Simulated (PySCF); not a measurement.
## What a change does: NMR shielding calculation on CH₅GeNO₂

System: CH₅GeNO₂, SMILES [NH2][GeH2][C](=O)O.
Method of run A: GIAO PBE0/STO-3G NMR shielding, non-relativistic, gas phase (PySCF 2.14.0).

The geometry comes from this level: PBE0-D3(BJ)/def2-SVP. Text and figures count atoms from 1; the logs count them from 0 in places.

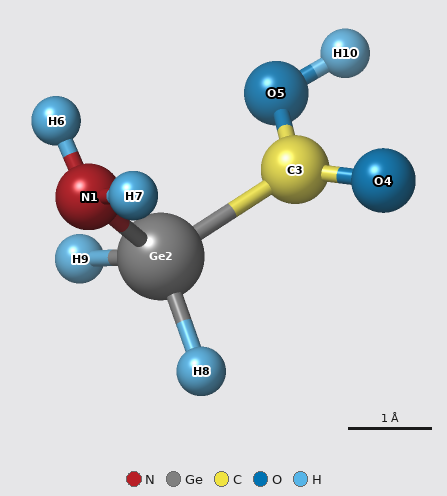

**Figure 1.** The structure (ball-and-stick view, seen at a tilt; atoms are numbered from 1 in the order of the input). Sticks mark near contacts. Bond lengths as drawn: C–Ge 2.00 Å, C–O 1.20 to 1.34 Å, Ge–H 1.53 to 1.54 Å, Ge–N 1.83 Å, H–N 1.02 Å and H–O 0.97 Å.

### Input, run A
```
{"job": {"kind": "nmr", "xc": "PBE0", "basis": "STO-3G", "pop": true}, "charge": 0, "multiplicity": 1}
N     -1.776333     1.093987    -0.324812
Ge    -0.815979    -0.386527     0.163379
C      1.063142     0.079302     0.678845
O      1.383875     0.467744     1.770768
O      1.933293    -0.019665    -0.337916
H     -1.448147     1.563852    -1.164135
H     -1.895301     1.784075     0.412074
H     -1.477096    -0.972167     1.417543
H     -0.809825    -1.355863    -1.028478
H      2.797811     0.273434     0.002754
```

The first line tells a small driver script what to run in PySCF; the rest is the geometry in Å.

Hardware: 1 CPU thread, shared host.

### Output (run A)
```
coarse grid: 40440 points
cycle   1  E = -2295.3932009149  dE = -1.465e+00  |g| = 8.123e-01  |ddm| = 4.076e+00
cycle   2  E = -2295.2776311701  dE =  1.156e-01  |g| = 1.124e+00  |ddm| = 2.362e+00
cycle   3  E = -2295.5852071072  dE = -3.076e-01  |g| = 3.299e-01  |ddm| = 1.503e+00
cycle   4  E = -2295.6164133662  dE = -3.121e-02  |g| = 7.677e-02  |ddm| = 5.018e-01
cycle   5  E = -2295.6182670689  dE = -1.854e-03  |g| = 1.339e-02  |ddm| = 1.095e-01
cycle   6  E = -2295.6183218081  dE = -5.474e-05  |g| = 1.783e-03  |ddm| = 2.057e-02
cycle   7  E = -2295.6183230351  dE = -1.227e-06  |g| = 3.503e-04  |ddm| = 3.829e-03
final grid: 84520 points
cycle   8  E = -2295.6182924504  dE =  4.149e-08  |g| = 5.456e-04  |ddm| = 1.255e-03
cycle   9  E = -2295.6182921664  dE =  2.840e-07  |g| = 1.145e-03  |ddm| = 2.003e-03
cycle  10  E = -2295.6182925395  dE = -3.731e-07  |g| = 4.668e-05  |ddm| = 1.333e-03
cycle  11  E = -2295.6182925403  dE = -7.508e-10  |g| = 8.221e-06  |ddm| = 8.200e-05
converged SCF energy = -2295.6182925403

GIAO shielding tensors (ppm)
atom      isotropic    diamagn.    paramagn.     s11        s22        s33       span
  0 N      338.698     307.618      31.080    293.994    314.989    407.112    113.118
  1 Ge    2062.963    2730.315    -667.352   1940.772   1997.773   2250.343    309.571
  2 C      110.128     259.710    -149.582     25.394    151.894    153.098    127.704
  3 O     -104.397     385.007    -489.404   -521.245   -175.106    383.160    904.405
  4 O      199.773     377.805    -178.032     47.709    266.806    284.802    237.093
  5 H       34.136      30.276       3.861     24.046     30.836     47.527     23.481
  6 H       34.083      30.178       3.904     23.957     30.655     47.637     23.680
  7 H       29.856      31.170      -1.314     24.016     25.553     39.999     15.984
  8 H       29.720      31.309      -1.589     23.843     25.352     39.964     16.120
  9 H       26.733      29.486      -2.753     19.544     26.077     34.577     15.032
```

The input of run B differs as follows (lines with − go, lines with + come):
```diff
-"basis": "STO-3G"
+"basis": "def2-TZVP"
```

What does this change do to the results?

The total energy of run B is 17124.5 kcal/mol lower, which measures the change of basis and not a stability. The HOMO goes from −3.25 to −7.22 eV. The LUMO goes from 3.59 to −0.70 eV. The dipole moment goes from 1.34 to 1.57 D. Of all shieldings, the largest change is that of Ge2, by −583.8 ppm. The SCF takes 12 iterations against 11. The basis functions go from 43 to 202.

### Output (run B)
```
coarse grid: 40440 points
cycle   1  E = -2322.7073256840  dE =  7.642e-02  |g| = 1.149e+00  |ddm| = 2.487e+00
cycle   2  E = -2322.2456097529  dE =  4.617e-01  |g| = 1.963e+00  |ddm| = 1.618e+00
cycle   3  E = -2322.8824817779  dE = -6.369e-01  |g| = 3.812e-01  |ddm| = 1.197e+00
cycle   4  E = -2322.9064736012  dE = -2.399e-02  |g| = 9.172e-02  |ddm| = 2.255e-01
cycle   5  E = -2322.9077216625  dE = -1.248e-03  |g| = 3.460e-02  |ddm| = 6.268e-02
cycle   6  E = -2322.9079278138  dE = -2.062e-04  |g| = 7.056e-03  |ddm| = 2.189e-02
cycle   7  E = -2322.9079364691  dE = -8.655e-06  |g| = 1.521e-03  |ddm| = 5.428e-03
final grid: 84520 points
cycle   8  E = -2322.9079053150  dE =  7.836e-07  |g| = 2.670e-03  |ddm| = 2.656e-03
cycle   9  E = -2322.9079014289  dE =  3.886e-06  |g| = 5.362e-03  |ddm| = 4.168e-03
cycle  10  E = -2322.9079065704  dE = -5.142e-06  |g| = 5.147e-04  |ddm| = 2.767e-03
cycle  11  E = -2322.9079066147  dE = -4.427e-08  |g| = 6.011e-05  |ddm| = 3.098e-04
cycle  12  E = -2322.9079066154  dE = -7.212e-10  |g| = 1.898e-05  |ddm| = 5.121e-05
converged SCF energy = -2322.9079066154

GIAO shielding tensors (ppm)
atom      isotropic    diamagn.    paramagn.     s11        s22        s33       span
  0 N      262.073     313.231     -51.158    240.240    266.342    279.635     39.395
  1 Ge    1479.138    2760.463   -1281.325   1434.175   1448.871   1554.368    120.193
  2 C        1.991     250.525    -248.534   -100.902     28.469     78.406    179.308
  3 O     -141.098     396.529    -537.627   -422.885   -230.453    230.044    652.929
  4 O       98.706     388.460    -289.754    -72.943    125.974    243.087    316.030
  5 H       31.823      30.550       1.273     24.142     28.029     43.300     19.158
  6 H       31.656      30.045       1.611     24.035     27.827     43.107     19.072
  7 H       26.607      28.461      -1.854     20.808     22.026     36.989     16.181
  8 H       26.308      28.508      -2.201     20.339     21.836     36.747     16.408
  9 H       25.699      28.912      -3.212     19.872     24.213     33.014     13.142
```

### The two runs side by side

| quantity | run A | run B |
| --- | --- | --- |
| outcome | converged | converged |
| total energy (hartree) | −2295.618293 | −2322.907907 |
| HOMO (eV) | −3.25 | −7.22 |
| LUMO (eV) | 3.59 | −0.70 |
| dipole moment (D) | 1.34 | 1.57 |
| shielding of N1 (ppm) | 338.7 | 262.1 |
| shielding of Ge2 (ppm) | 2063.0 | 1479.1 |
| shielding of C3 (ppm) | 110.1 | 2.0 |
| shielding of O4 (ppm) | −104.4 | −141.1 |
| shielding of O5 (ppm) | 199.8 | 98.7 |
| shielding of H8 (ppm) | 29.9 | 26.6 |
| shielding of H9 (ppm) | 29.7 | 26.3 |
| SCF iterations | 11 | 12 |
| basis functions | 43 | 202 |
| wall time (shared host) | 5.1 s | 33 s |

For both runs: Spin–orbit coupling is left out, which matters for the heavy atoms.
